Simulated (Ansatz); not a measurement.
**Ge (diamond structure), cut as [110] fin, 1.15 nm along [001] by 2.04 nm along [1-10]**

Computed with PBE (plane waves to 420 eV, PAW; Ansatz, a quantum-chemistry and plane-wave program).

k-points: Γ-centred 1×1×7 mesh; occupations: Fermi-Dirac, 0.020 eV; spin polarisation not allowed. No spin-orbit coupling.

 The relaxation kept the symmetry of its start, so a lower minimum of less symmetry isn't excluded. The period along the axis is held at the bulk value.

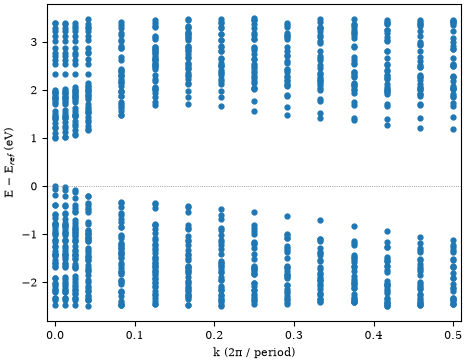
Levels along the axis at 15 k-points, drawn as points, zero at the top of the valence band

Electronic character: not metallic; Kohn-Sham band gap: 1.00 eV. Only levels within the plotted window are shown.
